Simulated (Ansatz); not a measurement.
## Structural relaxation of twisted Ti2CO2 MXene bilayer, 21.79° (70 atoms)

Aim: bring twisted Ti2CO2 MXene bilayer, 21.79° (70 atoms) to a nearby minimum of the energy and see what moves.

Program: Ansatz 0.2.0. Level of theory: Kohn-Sham DFT, PBEsol, PAW (set soft_2), plane waves. Results are calculated unless marked as measured.

**1. The structure**

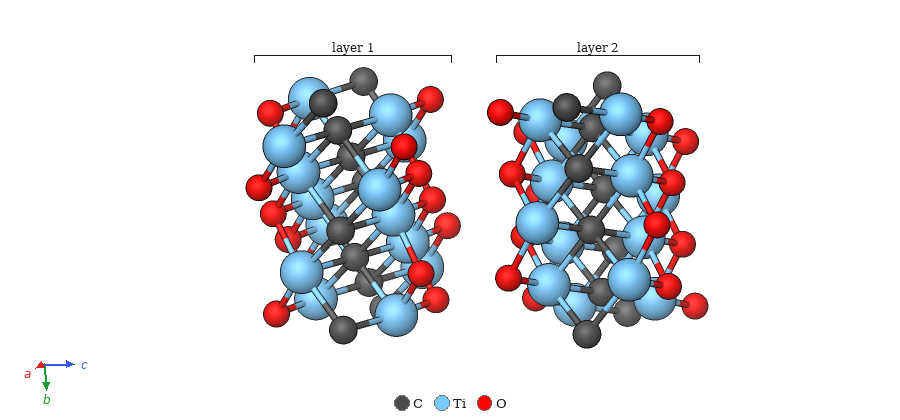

Start, viewed from the side, with the c axis across the page; carbon dark grey, titanium blue, oxygen red. Some periodic images of atoms are drawn too.

The cell holds 70 atoms: 14 C, 28 Ti and 28 O. Cell: a = 8.017 Å, b = 8.017 Å, c = 23.630 Å, α = 90.0°, β = 90.0°, γ = 120.0°. It derives from Ti2CO2 (Ti2CO2 MXene). Ti2CO2 MXene (a = 3.03 Å) under Ti2CO2 MXene (a = 3.03 Å), bilayer, commensurate cell of 7 unit cells a layer, twist 21.79 deg; facing planes 2.75 Å apart; 12 Å of vacuum; layers as built, displaced by a Gaussian of 0.01 Å. Regions: layer 1, 35 atoms (7 C, 14 Ti and 14 O); layer 2, 35 atoms (7 C, 14 Ti and 14 O). Vacuum lies along c.

Before any run, some limits are plain. The functional has no dispersion term, which matters for the binding between molecules or layers. The main run has no spin polarisation, so moments on Ti can't form in it, and no Hubbard term.

**2. Single point at the start**

A single point comes first, to see the forces before anything moves.

The input, input.yaml:

```yaml
crystal:
  lattice:
    - [8.0166, 0.0, 0.0]
    - [-4.0083, 6.94258, 0.0]
    - [0.0, 0.0, 23.63]
  atoms:
    - { symbol: C, position: [0.99746, 0.99652, 0.34814] }
    - { symbol: Ti, position: [0.18938, 0.2367, 0.40296] }
    - { symbol: Ti, position: [0.23949, 0.05155, 0.29185] }
    - { symbol: O, position: [0.24032, 0.04828, 0.44232] }
    - { symbol: O, position: [0.19151, 0.23875, 0.25472] }
    - { symbol: C, position: [0.14183, 0.42845, 0.3474] }
    - { symbol: Ti, position: [0.33401, 0.66912, 0.40333] }
    - { symbol: Ti, position: [0.38277, 0.47708, 0.29206] }
    - { symbol: O, position: [0.38234, 0.47754, 0.44124] }
    - { symbol: O, position: [0.33212, 0.66501, 0.25418] }
    - { symbol: C, position: [0.28475, 0.85535, 0.34771] }
    - { symbol: Ti, position: [0.47625, 0.09644, 0.40342] }
    - { symbol: Ti, position: [0.52304, 0.90528, 0.29239] }
    - { symbol: O, position: [0.5227, 0.90463, 0.44183] }
    - { symbol: O, position: [0.47696, 0.09464, 0.25367] }
    - { symbol: C, position: [0.42959, 0.28673, 0.34694] }
    - { symbol: Ti, position: [0.61838, 0.52245, 0.40343] }
    - { symbol: Ti, position: [0.66572, 0.33383, 0.29221] }
    - { symbol: O, position: [0.66715, 0.33375, 0.44217] }
    - { symbol: O, position: [0.6197, 0.524, 0.25372] }
    - { symbol: C, position: [0.57216, 0.71622, 0.34805] }
    - { symbol: Ti, position: [0.76341, 0.95058, 0.40347] }
    - { symbol: Ti, position: [0.80879, 0.76164, 0.2926] }
    - { symbol: O, position: [0.81095, 0.76162, 0.44137] }
    - { symbol: O, position: [0.76083, 0.95236, 0.25396] }
    - { symbol: C, position: [0.71311, 0.14339, 0.34837] }
    - { symbol: Ti, position: [0.90562, 0.38338, 0.40393] }
    - { symbol: Ti, position: [0.95149, 0.19273, 0.29244] }
    - { symbol: O, position: [0.95299, 0.18879, 0.44192] }
    - { symbol: O, position: [0.90655, 0.38173, 0.2539] }
    - { symbol: C, position: [0.8605, 0.57125, 0.34842] }
    - { symbol: Ti, position: [0.04656, 0.808, 0.40334] }
    - { symbol: Ti, position: [0.09659, 0.62017, 0.29222] }
    - { symbol: O, position: [0.09547, 0.61888, 0.44177] }
    - { symbol: O, position: [0.0488, 0.81049, 0.25331] }
    - { symbol: C, position: [0.14182, 0.71295, 0.65173] }
    - { symbol: Ti, position: [0.37864, 0.90244, 0.70739] }
    - { symbol: Ti, position: [0.33127, 0.66726, 0.59637] }
    - { symbol: O, position: [0.33151, 0.66533, 0.74547] }
    - { symbol: O, position: [0.38042, 0.90522, 0.55876] }
    - { symbol: C, position: [0.00233, 0.0018, 0.65176] }
    - { symbol: Ti, position: [0.23955, 0.19121, 0.7082] }
    - { symbol: Ti, position: [0.18997, 0.9519, 0.59694] }
    - { symbol: O, position: [0.19005, 0.95153, 0.74667] }
    - { symbol: O, position: [0.2368, 0.18805, 0.55869] }
    - { symbol: C, position: [0.28855, 0.42989, 0.65224] }
    - { symbol: Ti, position: [0.52387, 0.61818, 0.70805] }
    - { symbol: Ti, position: [0.47524, 0.38048, 0.59711] }
    - { symbol: O, position: [0.47728, 0.38027, 0.74699] }
    - { symbol: O, position: [0.5242, 0.61858, 0.55895] }
    - { symbol: C, position: [0.57382, 0.85699, 0.65212] }
    - { symbol: Ti, position: [0.80976, 0.04827, 0.70814] }
    - { symbol: Ti, position: [0.7623, 0.8095, 0.59715] }
    - { symbol: O, position: [0.76278, 0.80978, 0.74599] }
    - { symbol: O, position: [0.80954, 0.04619, 0.55828] }
    - { symbol: C, position: [0.43108, 0.14693, 0.65164] }
    - { symbol: Ti, position: [0.66982, 0.33237, 0.70748] }
    - { symbol: Ti, position: [0.61998, 0.09705, 0.59693] }
    - { symbol: O, position: [0.61976, 0.09651, 0.74634] }
    - { symbol: O, position: [0.66575, 0.33166, 0.55849] }
    - { symbol: C, position: [0.7142, 0.56934, 0.65282] }
    - { symbol: Ti, position: [0.95409, 0.76319, 0.70796] }
    - { symbol: Ti, position: [0.90402, 0.52296, 0.59711] }
    - { symbol: O, position: [0.90495, 0.52482, 0.74608] }
    - { symbol: O, position: [0.95367, 0.76313, 0.55762] }
    - { symbol: C, position: [0.85543, 0.28489, 0.65216] }
    - { symbol: Ti, position: [0.0948, 0.47407, 0.7081] }
    - { symbol: Ti, position: [0.04718, 0.23917, 0.59679] }
    - { symbol: O, position: [0.04807, 0.23963, 0.74575] }
    - { symbol: O, position: [0.09621, 0.47869, 0.55864] }
kpoints:
  mp_grid: { grid: [3, 3, 1] }
hamiltonian:
  xc: pbesol
scf:
  occupations: { method: gaussian, width: 0.05 }
output:
  forces: true
```

On the command line:

```bash
$ ansatz run input.yaml --threads 4 --pin off --max-ram 15872MiB --backend cpu --events-out ev --progress --plain --runs-dir out
```

Numbers of over 12 decimals in the logs are rounded to 6 here.

The program printed:

```text
Engine: ansatz 0.2.0, aarch64-unknown-linux-gnu
Pseudopotentials: kind: paw
Pseudopotential: C, paw, valence charge 4, recommended cutoff 420 eV (normal), C.paw.azcp
Pseudopotential: Ti, paw, valence charge 12, recommended cutoff 420 eV (normal), Ti.paw.azcp
Pseudopotential: O, paw, valence charge 6, recommended cutoff 420 eV (normal), O.paw.azcp
Functional definition: PBEsol
  exchange = pbesol_x
  correlation = pbesol_c
Crystal: 70 atoms, lattice volume = 1315.149 Å³
Basis set: ecut = 420 eV, 25825 PW (Γ), exchange–correlation on 108×108×320 points (8 copies of the dense FFT grid, shifted against one another)
Bands: 350, of which v1, the nominal top of the filled ones, is band 280 counted from 1 (279 counted from 0)
Symmetry: 1 space group operations
Space group: P1 (ITA 1), of the structure as read, at distance tolerance 1.1e-4 Å
k-points: 5 of 9 (time reversal used)
Non-local potential: C, projectors of the file, l = 0: 2, l = 1: 2, l = 2: 1
Non-local potential: Ti, projectors of the file, l = 0: 3, l = 1: 2, l = 2: 3, l = 3: 1
Non-local potential: O, projectors of the file, l = 0: 2, l = 1: 2, l = 2: 1
PAW form: soft (Blöchl's): semilocal exchange-correlation on the pseudo side does not see the compensation charge
PAW frozen core: C, regenerated for the run's functional, and the local potential with it (the file was generated under x = pbe(κ = 0.804, μ = 0.219515), c = pbe(β = 0.066725))
PAW frozen core: Ti, regenerated for the run's functional, and the local potential with it (the file was generated under x = pbe(κ = 0.804, μ = 0.219515), c = pbe(β = 0.066725))
PAW frozen core: O, regenerated for the run's functional, and the local potential with it (the file was generated under x = pbe(κ = 0.804, μ = 0.219515), c = pbe(β = 0.066725))
PAW one-centre angular grid: C, 110 points (default); XC on 64 Gauss nodes
PAW one-centre angular grid: Ti, 590 points (default); XC on 64 Gauss nodes
PAW one-centre angular grid: O, 110 points (default); XC on 64 Gauss nodes
Initial density: superposition of atomic densities (neutral atoms: chi_scale 0, normalization atom), corrected by the library's trained network
Initial wavefunctions: pseudopotential atomic-orbital guess
Functional: x = pbesol(κ = 0.804, μ = 0.123457), c = pbesol(β = 0.046)
SCF iter   1: F=—  HF=-88502.446327 eV  |F-HF|=—  |Δ(HF+E_count)|=         —  Δρ=9.92e-3  dr2=1.19e0  ethr=1.77e-3  ⟨swp⟩=6.6  Hψ=7448  notcnv=0
preconditioner: auto → Resta (q_TF=auto, 2.366 Å⁻¹)  ε∞=5.8  [insulator: Δε(μ)=0.310 eV  Ē_g=8.571 eV  σ=0.050 eV  W_gap=1.00  n_scr=262 (ndim 8)  ℏωp=18.8 eV  f_vac=0.428  D(μ)=0.00/eV (n_scr^D=0)  ε∞_Penn≈5.8  vacuum switching on, ρ_ref=5.3e-3 e/Å³]
SCF iter   2: F=—  HF=-88502.275642 eV  |F-HF|=—  |Δ(HF+E_count)|=   1.71e-1  Δρ=5.38e-3  dr2=5.83e-1  ethr=2.13e-4  ⟨swp⟩=2.0  Hψ=2925  notcnv=0  defer=280
SCF iter   3: F=—  HF=-88502.207028 eV  |F-HF|=—  |Δ(HF+E_count)|=   6.86e-2  Δρ=1.96e-3  dr2=7.57e-2  ethr=1.04e-4  ⟨swp⟩=2.2  Hψ=2170  notcnv=0  defer=155
automatic band count: iteration 3 solves 325 bands in place of 350: the levels show a gap, and the empty bands left out lie too high to hold charge; the band table lists the bands solved (type scf.n_extra_bands for more)
SCF iter   4: F=—  HF=-88502.201764 eV  |F-HF|=—  |Δ(HF+E_count)|=   5.26e-3  Δρ=9.74e-4  dr2=3.44e-2  ethr=1.35e-5  ⟨swp⟩=3.2  Hψ=2522  notcnv=0  defer=155
SCF iter   5: F=—  HF=-88502.199571 eV  |F-HF|=—  |Δ(HF+E_count)|=   2.19e-3  Δρ=4.14e-4  dr2=6.25e-3  ethr=6.15e-6  ⟨swp⟩=2.0  Hψ=2092  notcnv=0  defer=155
SCF iter   6: F=—  HF=-88502.199267 eV  |F-HF|=—  |Δ(HF+E_count)|=   3.04e-4  Δρ=2.67e-4  dr2=1.93e-3  ethr=1.12e-6  ⟨swp⟩=2.4  Hψ=2239  notcnv=0  defer=155
SCF iter   7: F=—  HF=-88502.199025 eV  |F-HF|=—  |Δ(HF+E_count)|=   2.42e-4  Δρ=1.02e-4  dr2=2.87e-4  ethr=3.45e-7  ⟨swp⟩=2.2  Hψ=2136  notcnv=0  defer=155
SCF iter   8: F=—  HF=-88502.199096 eV  |F-HF|=—  |Δ(HF+E_count)|=   7.11e-5  Δρ=6.09e-5  dr2=9.78e-5  ethr=5.12e-8  ⟨swp⟩=2.6  Hψ=2327  notcnv=0  defer=155
SCF iter   9: F=—  HF=-88502.199972 eV  |F-HF|=—  |Δ(HF+E_count)|=   8.76e-4  Δρ=2.88e-5  dr2=1.86e-5  ethr=1.75e-8  ⟨swp⟩=2.0  Hψ=2276  notcnv=0  defer=155
SCF iter  10: F=—  HF=-88502.199973 eV  |F-HF|=—  |Δ(HF+E_count)|=   8.50e-7  Δρ=9.15e-6  dr2=1.95e-6  ethr=3.32e-9  ⟨swp⟩=2.8  Hψ=2192  notcnv=0  defer=155
SCF iter  11: F=—  HF=-88502.199973 eV  |F-HF|=—  |Δ(HF+E_count)|=   5.70e-7  Δρ=8.93e-6  dr2=2.07e-6  ethr=3.49e-10  ⟨swp⟩=4.0  Hψ=3618  notcnv=0  defer=155
SCF iter  12: F=—  HF=-88502.199973 eV  |F-HF|=—  |Δ(HF+E_count)|=   1.26e-7  Δρ=3.21e-6  dr2=1.65e-7  ethr=3.49e-10  ⟨swp⟩=2.0  Hψ=2088  notcnv=0  defer=155
SCF iter  13: F=-88502.199973 eV  HF=-88502.199973 eV  |F-HF|=5.73e-9  |Δ(HF+E_count)|=   6.89e-8  Δρ=1.34e-6  dr2=4.44e-8  ethr=1.79e-11  ⟨swp⟩=4.2  Hψ=5248  notcnv=0
SCF 1 converged in 13 iterations: F = -88502.199973 eV  dr2 = 4.44e-8
  greatest PAW one-centre occupation: 0.999 electrons in one spin orbital (limit 2), on the Ti atom at site 42 (counted from 0), in its partial waves of l = 0
SCF converged after 13 iterations
Free energy (F): -88502.199973 eV
Harris-Foulkes:  -88502.199973 eV  (|F-HF|=5.73e-9)
Internal energy: -88502.199973 eV  (E = F + TS)
E sigma→0 (E₀):  -88502.199973 eV
Entropy (-TS):   -0.000001 eV (-0.000 meV/atom)
Fermi energy:    4.359569 eV
--- Per-component energies (eV) ---
  E_band       = -8876.971165
  E_kinetic    = 13740.552313
  E_local      = -396083.226788  (includes V_loc(G=0)·N_el)
  E_nonlocal   = 1870.561742
  E_hartree    = 192125.977555
  E_xc         = -5445.674461
  E_vxc        = -6890.619511  (∫ρ·V_xc dr)
  E_paw        = -34162.586120  (= ΣΔE_a)
  E_vpaw       = -5766.320740  (= ΣTr[D̂ρ^β])
  E_aug_tail   = 0.072995  (compensation charges beyond the density's cutoff)
  E_ewald      = 139446.936563
  E_core_change = 5.186229  (= ΣΔE_core)
  E_smearing   = -0.000001  (= −TS)
  E_closure    = 0.000000  (closes the sum)
  Σ components = -88502.199973   (vs F -88502.199973, Δ=0.00e0)
--- Forces (eV/Å), atoms counted from 1 ---
  atom   1  C      0.15942165     0.30712216    -0.06597882
  atom   2  Ti    -0.13650578     0.11404964     0.05419568
  atom   3  Ti    -0.00502693    -0.52368283     0.11443372
  atom   4  O     -0.12262699    -0.00956723    -0.63786408
  atom   5  O     -0.05819021    -0.01581061     0.07766875
  atom   6  C      0.14259839    -0.08958421     0.19986084
  atom   7  Ti     0.13114381    -0.06344726    -0.16718446
  atom   8  Ti    -0.24932559     0.08272798     0.23194100
  atom   9  O      0.00344915    -0.19398553    -0.39845679
  atom  10  O      0.11850380     0.12911124     0.22559136
  atom  11  C      0.04170625     0.21915271     0.04812434
  atom  12  Ti     0.15296717    -0.23397964    -0.09482721
  atom  13  Ti     0.11788612     0.04874962     0.15356522
  atom  14  O      0.07117619     0.01007493    -0.42595457
[...]
atom  69  O      0.05467593    -0.08614280    -0.13244455
  atom  70  O      0.01261224    -0.20383039     0.28082266
  max |Σ_I F_I| component: 1.23e-4 eV/Å
```

Elapsed: 3.7 min, on 4 threads of Arm Neoverse N1, shared host; peak memory 7.5 GiB.

The column dr2 measures how far the density is from self-consistency, as an energy; F and HF (Harris–Foulkes) agree once it is small.

Read from the output:

* free energy: -88502.2000 eV
* free energy per atom: -1264.3171 eV/atom
* SCF cycles: 13
* r.m.s. force component: 0.2132 eV/Å
* longest force: 0.6973 eV/Å
* Fermi energy: 4.36 eV

The r.m.s. force component of 0.21 eV/Å sets the starting point.

Length of the force by element:

```tsv
element	coordination	atoms	mean length of the force (eV/Å)	spread	least	most
C	all	14	0.332	0.0883	0.228	0.598
O	all	28	0.401	0.139	0.0983	0.697
Ti	all	28	0.299	0.113	0.0622	0.536
```

**3. Relaxation**

The atoms are relaxed in the fixed cell, aiming at the force tolerance of the input.

input.yaml, as its differences from that of step 2:

```diff
@@ -15 +15,4 @@
   forces: true
+relax:
+  f_tol: 0.05
+  max_steps: 53
```

The program printed:

```text
[...]
Crystal: 70 atoms, lattice volume = 1315.149 Å³
Basis set: ecut = 420 eV, 25825 PW (Γ), exchange–correlation on 108×108×320 points (8 copies of the dense FFT grid, shifted against one another)
Bands: 350, of which v1, the nominal top of the filled ones, is band 280 counted from 1 (279 counted from 0)
Symmetry: 1 space group operations
[...]
k-points: 5 of 9 (time reversal used)
[...]
SCF iter   1: F=—  HF=-88502.446326 eV  |F-HF|=—  |Δ(HF+E_count)|=         —  Δρ=9.92e-3  dr2=1.19e0  ethr=1.77e-3  ⟨swp⟩=6.6  Hψ=7448  notcnv=0
[...]
SCF iter   9: F=-88502.199952 eV  HF=-88502.199973 eV  |F-HF|=2.08e-5  |Δ(HF+E_count)|=   1.33e-5  Δρ=3.34e-5  dr2=3.02e-5  ethr=1.12e-8  ⟨swp⟩=3.0  Hψ=5988  notcnv=0
SCF 1 converged in 9 iterations: F = -88502.199952 eV  dr2 = 3.02e-5
[...]
relax step   1: F+E_penalty+E_count = -88502.19995245 eV  Δ(F+E_penalty+E_count) = +0.000e0 eV  max|allowed force component| = 6.778e-1 eV/Å  Δτ_max = 0.0000 Å  (9 SCF iters, dr2 threshold 6.25e-5 eV, accepted)
[...]
relax step   2: F+E_penalty+E_count = -88502.55514310 eV  Δ(F+E_penalty+E_count) = -3.552e-1 eV  max|allowed force component| = 4.017e-1 eV/Å  Δτ_max = 0.1911 Å  (10 SCF iters, dr2 threshold 2.87e-5 eV, accepted)
[...]
relax step   3: F+E_penalty+E_count = -88502.65199983 eV  Δ(F+E_penalty+E_count) = -9.686e-2 eV  max|allowed force component| = 2.582e-2 eV/Å  Δτ_max = 0.0445 Å  (9 SCF iters, dr2 threshold 1.01e-5 eV, accepted)
[...]
relax step   4: F+E_penalty+E_count = -88502.65200291 eV  Δ(F+E_penalty+E_count) = -3.078e-6 eV  max|allowed force component| = 2.548e-2 eV/Å  Δτ_max = 0.0000 Å  (5 SCF iters, accepted)
SCF converged after 5 iterations
Free energy (F): -88502.652003 eV
[...]
Internal energy: -88502.652003 eV  (E = F + TS)
E sigma→0 (E₀):  -88502.652003 eV
Fermi energy:    4.388594 eV
[...]
--- Forces (eV/Å), atoms counted from 1 ---
  atom   1  C     -0.00235737     0.00068432    -0.00896882
  atom   2  Ti     0.00419478    -0.00927778     0.01813624
  atom   3  Ti    -0.00058750    -0.00522172    -0.02058267
  atom   4  O     -0.00991027    -0.00360242     0.00136056
  atom   5  O     -0.00492588     0.00044425    -0.01107101
  atom   6  C     -0.00484217     0.00290408    -0.00301137
  atom   7  Ti    -0.00253450    -0.00293311     0.01353153
  atom   8  Ti     0.00474743    -0.00120681    -0.01644344
  atom   9  O     -0.00397874     0.00461686     0.00404844
  atom  10  O      0.00006615     0.00456824    -0.01043376
  atom  11  C      0.00509679     0.00914149    -0.00274679
  atom  12  Ti     0.00029413    -0.00073143     0.01218133
  atom  13  Ti     0.00001052    -0.00291547    -0.01297010
  atom  14  O     -0.00304825     0.00366900    -0.00249550
[...]
atom  69  O      0.00043291     0.00161894     0.00576164
  atom  70  O      0.00166382    -0.00179793    -0.01192732
  max |Σ_I F_I| component: 9.57e-5 eV/Å
--- Relaxed structure (4 steps of the walk, 4 accepted, 0 SCFs on fresh bases) ---
  F+E_penalty+E_count = -88502.65200291 eV   max|allowed force component| = 2.548e-2 eV/Å
  atoms:
    - { symbol: C, position: [1.000431, 1.000331, 0.342127] }
    - { symbol: Ti, position: [0.190696, 0.238728, 0.396700] }
    - { symbol: Ti, position: [0.238423, 0.048286, 0.287491] }
    - { symbol: O, position: [0.238672, 0.047817, 0.434223] }
[...]
- { symbol: O, position: [0.095429, 0.475968, 0.565988] }
```

It took 12 min on 4 threads; peak memory 7.6 GiB; 46 min of CPU time.

The steps of the relaxation:

```tsv
step	energy less that of the first step (eV)	largest force component (eV/Å)
1	0.0000	0.6778
2	-0.3552	0.4017
3	-0.4520	0.0258
4	-0.4521	0.0255
```

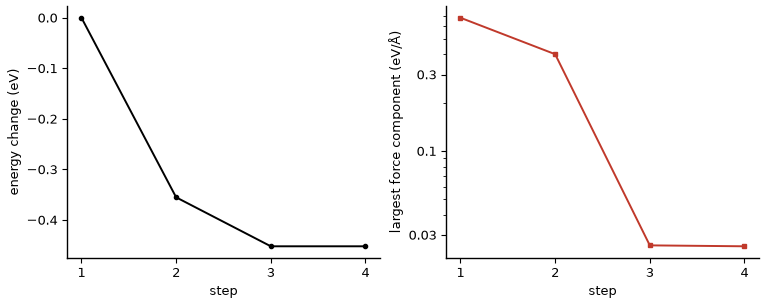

Energy and largest force along the relaxation.

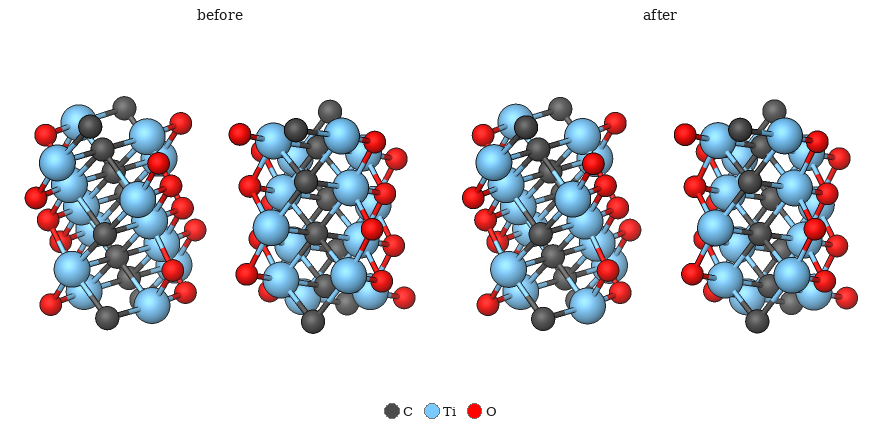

The structure before and after the relaxation, drawn at the same scale.

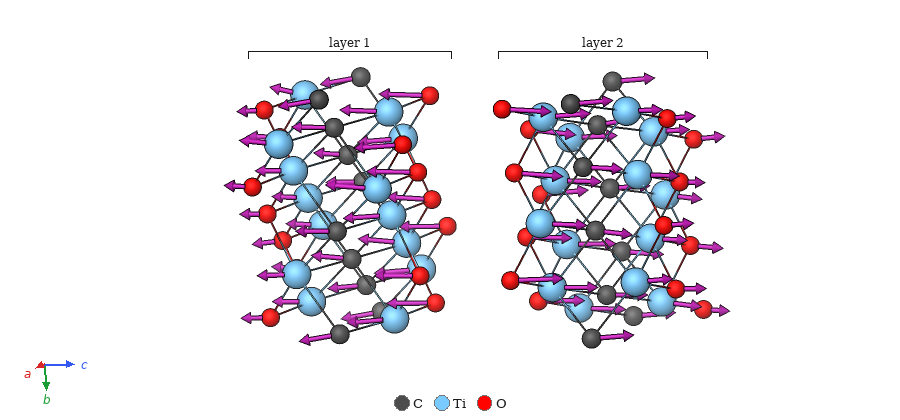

Displacements in the relaxation, exaggerated; the longest in the cell stands for 0.20 Å. Some periodic images of atoms are drawn too.

The atoms that moved most (Å):

```tsv
atom	dx	dy	dz	length
O65	-0.002	-0.010	0.197	0.197
O19	0.000	-0.001	-0.192	0.192
O4	-0.011	-0.003	-0.191	0.192
O29	-0.010	0.016	-0.182	0.183
O55	-0.005	0.008	0.181	0.181
O60	0.003	0.011	0.180	0.181
O14	0.011	0.003	-0.180	0.180
O34	-0.002	0.004	-0.179	0.179
```

The relaxation changed the energy by -6.46 meV/atom, and atoms moved by 0.14 Å r.m.s., 0.20 Å at most.

(Continued in part 2 of 2.)

[Logs are printed without paths, hosts, clocks, repeated set-up lines and the standing remarks that a program may print on its own settings, such as how far it seeks lower states.]

[Hosts, paths, dates, database ids (printed as entryN), source tags and the programs' standing remarks are cut or masked in the printed files.]
